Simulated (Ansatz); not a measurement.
# Calculations on SiH3SF3

### Relaxation

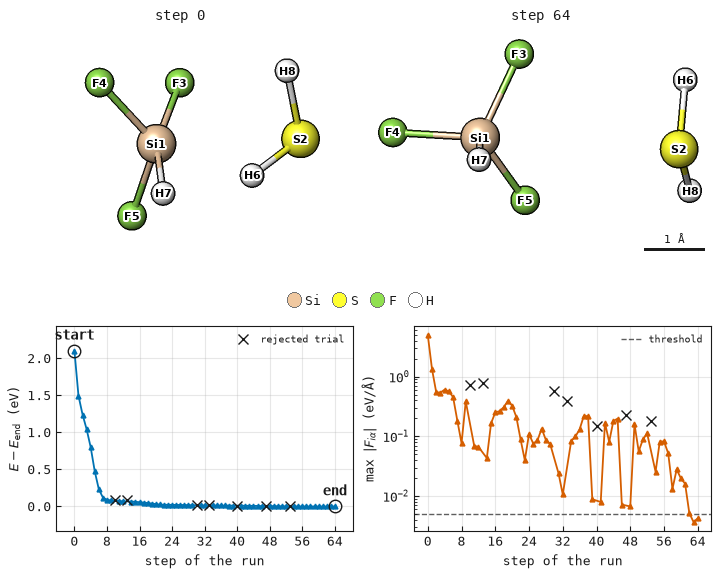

First and last geometry of a relaxation of SiH3SF3 (started from a transition state, displaced along its imaginary mode), with the history of the run. Style: ball-and-stick. Shown at a tilt.

Computed with RKS PBE0-D4/def2-TZVP (Ansatz 0.2.0). Set-up: force threshold 0.005 eV/Å; at most 200 steps.

Question: What do the curves and the structures tell?

Answer: It converged. After 57 accepted moves (64 points after the start) the energy has fallen by 2.103 eV. The largest force component goes from 5 to 0.0042 eV/Å. The line search rejected the trial steps at points 10, 13, 30, 33, 40, 47, 53 of the run. H8 moves most after the best rigid fit: 2.36 Å. By element the largest moves are H 2.36 Å, F 1.82 Å, S 0.91 Å, Si 0.64 Å. Among the contacts that change: Si1–H6 2.074 → 3.654 Å, Si1–S2 2.497 → 3.597 Å, S2–H6 1.211 → 1.342 Å, Si1–F3 1.650 → 1.576 Å. Bond angles that change, for instance: F3–Si1–H7 161.1° → 112.1°, F4–Si1–F5 127.8° → 107.1°, F5–Si1–H7 94.0° → 112.1°. The run took 2.5 min on 4 threads of Arm Neoverse V2, with other jobs on the host.

```json
{"step": "0", "E − E(0), eV": "0.0000", "largest force component, eV/Å": "4.9685", "note": ""}
{"step": "1", "E − E(0), eV": "-0.6080", "largest force component, eV/Å": "1.3348", "note": ""}
{"step": "2", "E − E(0), eV": "-0.8623", "largest force component, eV/Å": "0.5466", "note": ""}
{"step": "3", "E − E(0), eV": "-1.0604", "largest force component, eV/Å": "0.5407", "note": ""}
{"step": "4", "E − E(0), eV": "-1.3043", "largest force component, eV/Å": "0.6061", "note": ""}
{"step": "5", "E − E(0), eV": "-1.6293", "largest force component, eV/Å": "0.5670", "note": ""}
{"step": "6", "E − E(0), eV": "-1.8718", "largest force component, eV/Å": "0.4529", "note": ""}
{"step": "7", "E − E(0), eV": "-1.9831", "largest force component, eV/Å": "0.1837", "note": ""}
{"step": "8", "E − E(0), eV": "-2.0136", "largest force component, eV/Å": "0.0767", "note": ""}
{"step": "9", "E − E(0), eV": "-2.0218", "largest force component, eV/Å": "0.3838", "note": ""}
{"step": "10", "E − E(0), eV": "-2.0136", "largest force component, eV/Å": "0.7322", "note": "rejected"}
{"step": "13", "E − E(0), eV": "-2.0186", "largest force component, eV/Å": "0.7799", "note": "rejected"}
{"step": "16", "E − E(0), eV": "-2.0459", "largest force component, eV/Å": "0.2512", "note": ""}
{"step": "19", "E − E(0), eV": "-2.0640", "largest force component, eV/Å": "0.3923", "note": ""}
{"step": "21", "E − E(0), eV": "-2.0772", "largest force component, eV/Å": "0.2094", "note": ""}
{"step": "24", "E − E(0), eV": "-2.0823", "largest force component, eV/Å": "0.1094", "note": ""}
{"step": "27", "E − E(0), eV": "-2.0844", "largest force component, eV/Å": "0.1348", "note": ""}
{"step": "30", "E − E(0), eV": "-2.0786", "largest force component, eV/Å": "0.5800", "note": "rejected"}
{"step": "33", "E − E(0), eV": "-2.0857", "largest force component, eV/Å": "0.3864", "note": "rejected"}
{"step": "36", "E − E(0), eV": "-2.0904", "largest force component, eV/Å": "0.1312", "note": ""}
{"step": "38", "E − E(0), eV": "-2.0915", "largest force component, eV/Å": "0.2167", "note": ""}
{"step": "41", "E − E(0), eV": "-2.0937", "largest force component, eV/Å": "0.0079", "note": ""}
{"step": "44", "E − E(0), eV": "-2.0959", "largest force component, eV/Å": "0.1810", "note": ""}
{"step": "47", "E − E(0), eV": "-2.0961", "largest force component, eV/Å": "0.2310", "note": "rejected"}
{"step": "50", "E − E(0), eV": "-2.0999", "largest force component, eV/Å": "0.0560", "note": ""}
{"step": "53", "E − E(0), eV": "-2.1008", "largest force component, eV/Å": "0.1837", "note": "rejected"}
{"step": "55", "E − E(0), eV": "-2.1024", "largest force component, eV/Å": "0.0817", "note": ""}
{"step": "58", "E − E(0), eV": "-2.1031", "largest force component, eV/Å": "0.0132", "note": ""}
{"step": "61", "E − E(0), eV": "-2.1033", "largest force component, eV/Å": "0.0160", "note": ""}
{"step": "64", "E − E(0), eV": "-2.1033", "largest force component, eV/Å": "0.0042", "note": ""}
```

### Relaxation

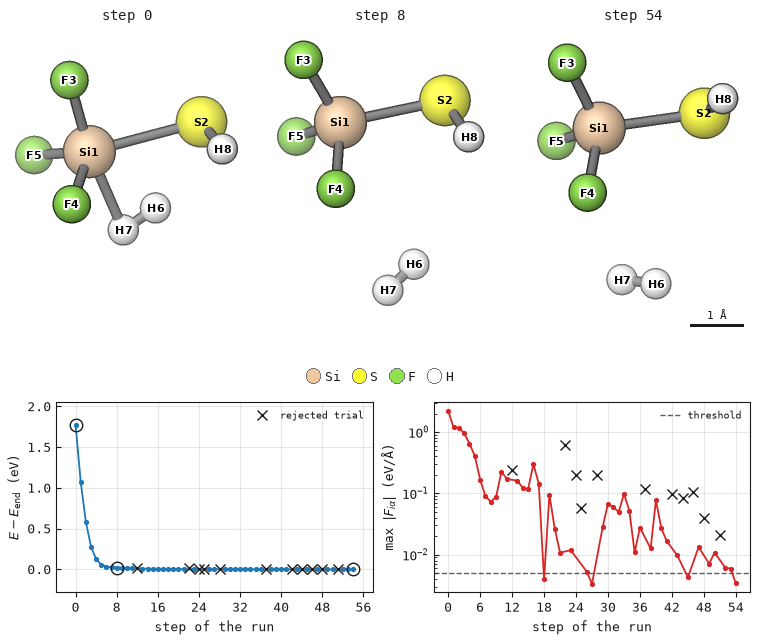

Frames of a relaxation of SiH3SF3 (started from a transition state, displaced along its imaginary mode), marked on the history of the run. Style: ball-and-stick. Shown at a tilt.

The calculation used RKS PBE0-D4/def2-TZVP in Ansatz.

Input
```yaml
crystal:
  periodic: [false, false, false]
  atoms:
    - {symbol: Si, position_ang: [-0.140498, 0.154870, -0.607607]}
    - {symbol: S, position_ang: [1.001244, -1.237144, 0.773780]}
    - {symbol: F, position_ang: [0.863271, 0.061271, -1.802901]}
    - {symbol: F, position_ang: [-0.149772, 1.741051, -0.374919]}
    - {symbol: F, position_ang: [-1.475736, -0.403629, -1.277295]}
    - {symbol: H, position_ang: [-0.605748, -0.308990, 1.117371]}
    - {symbol: H, position_ang: [-1.132726, 0.163506, 0.884670]}
    - {symbol: H, position_ang: [1.639864, -0.170934, 1.286800]}
basis:
  gaussian: {orbitals: def2-TZVP}
hamiltonian: {xc: pbe0, dispersion: d4}
relax: {f_tol: 0.005, max_steps: 200}
```

Command:
```bash
ansatz run in.yaml --threads 4 --pin off --events-out ev --progress --plain --max-ram 9574MiB
```

Question: What happens along the run?

Answer: The atom that moves furthest after the best rigid fit is H6 (1.54 Å). Largest moves by element: H 1.54 Å, Si 0.54 Å, F 0.52 Å, S 0.32 Å. Near-neighbour distances that change, for instance: Si1–H7 1.792 → 3.534 Å, Si1–H6 1.846 → 3.549 Å, S2–H6 1.887 → 3.553 Å, Si1–S2 2.269 → 2.090 Å. Bond angles that change, for instance: S2–Si1–F3 96.1° → 112.5°, S2–Si1–F5 117.5° → 107.9°, S2–Si1–F4 121.4° → 113.2°. Groups turn about Si1–S2 by about 35°. Over 43 accepted moves (54 points after the start) the energy falls by 1.773 eV. Largest force component: 2.2 eV/Å at the start, 0.0034 eV/Å at the end. The line search rejected the trial steps at points 12, 22, 24, 25, 28, 37, 42, 44 and more of the run. The forces were under the threshold at step 18, but the run went on from there. The run took 2.2 min on 4 threads of Arm Neoverse V2, with other jobs on the host. From step 0 to 8: H atoms move most (1.24 Å), energy −1.751 eV. From step 8 to 54: H8 moves most (0.84 Å), energy −0.022 eV.

```
step  E − E(0), eV  largest force component, eV/Å      note
   0        0.0000                         2.2402          
   1       -0.7037                         1.1856          
   2       -1.1906                         1.1691          
   3       -1.4949                         0.9548          
   4       -1.6472                         0.6481          
   5       -1.7134                         0.4053          
   6       -1.7414                         0.1680          
   7       -1.7482                         0.0895          
   8       -1.7508                         0.0729          
   9       -1.7530                         0.0880          
  10       -1.7545                         0.2261          
  12       -1.7548                         0.2432  rejected
  15       -1.7654                         0.1173          
  17       -1.7681                         0.1446          
  19       -1.7695                         0.0950          
  22       -1.7603                         0.6085  rejected
  24       -1.7696                         0.1964  rejected
  26       -1.7704                         0.0053          
  29       -1.7710                         0.0283          
  31       -1.7713                         0.0594          
  33       -1.7716                         0.0978          
  35       -1.7721                         0.0109          
  38       -1.7722                         0.0126          
  40       -1.7724                         0.0271          
  42       -1.7724                         0.0967  rejected
  45       -1.7726                         0.0043          
  47       -1.7726                         0.0132          
  49       -1.7727                         0.0072          
  52       -1.7727                         0.0062          
  54       -1.7727                         0.0034
```

### Reaction

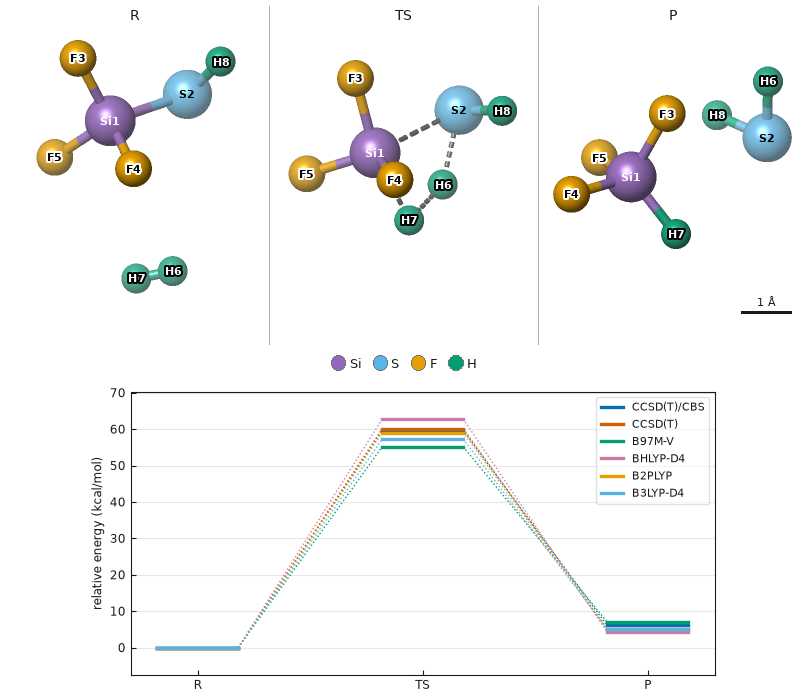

A reaction step of SiH$_{3}$SF$_{3}$, with its energy diagram. The picture is a ball-and-stick view, seen at a tilt. Dashed sticks mark bonds that form or break.

Stationary points at PBE0-D4/def2-TZVP, single-point energies with CCSD(T)/CBS, CCSD(T), B97M-V, BHLYP-D4, B2PLYP, B3LYP-D4 (def2-TZVPP where no basis is named; Ansatz 0.2.0). The energies are electronic, without zero-point or thermal terms, and both ends are the minima reached downhill from the saddle, with any fragments still in contact. CCSD(T)/CBS stands for a frozen-core estimate: MP2 correlation extrapolated from def2-TZVPP and def2-QZVPP, CCSD(T) minus MP2 from the smaller set.

> Describe the step and its energetics.

Counted by bonded pieces, R holds H₂ + SiHSF₃ and P holds H₂S + SiHF₃. From R over the saddle to P, bonds form: Si1–H7 (3.53 → 1.63 → 1.46 Å), S2–H6 (3.55 → 1.55 → 1.34 Å). Bonds break: Si1–S2 (2.09 → 2.38 → 3.60 Å), H6–H7 (0.75 → 1.14 → 3.82 Å). The saddle has one imaginary mode, 1161i cm⁻¹. With CCSD(T)/CBS the barrier is 59.7 kcal/mol from R and 53.6 kcal/mol from P, and P lies 6.1 kcal/mol above R.

```
      level  barrier from R (kcal/mol)  barrier from P (kcal/mol)  P less R (kcal/mol)
CCSD(T)/CBS                       59.7                       53.6                  6.1
    CCSD(T)                       60.1                       55.1                  5.1
     B97M-V                       55.2                       48.1                  7.1
   BHLYP-D4                       62.8                       58.5                  4.3
     B2PLYP                       59.1                       54.0                  5.1
   B3LYP-D4                       57.3                       52.1                  5.2
```

Against CCSD(T)/CBS, CCSD(T) comes closest on the barrier from R (+0.5 kcal/mol) and B97M-V misses most (−4.5 kcal/mol).

Limits of the set-up: the start holds two separate molecules, 3.0 Å apart at their closest, whose relative position is a soft coordinate.
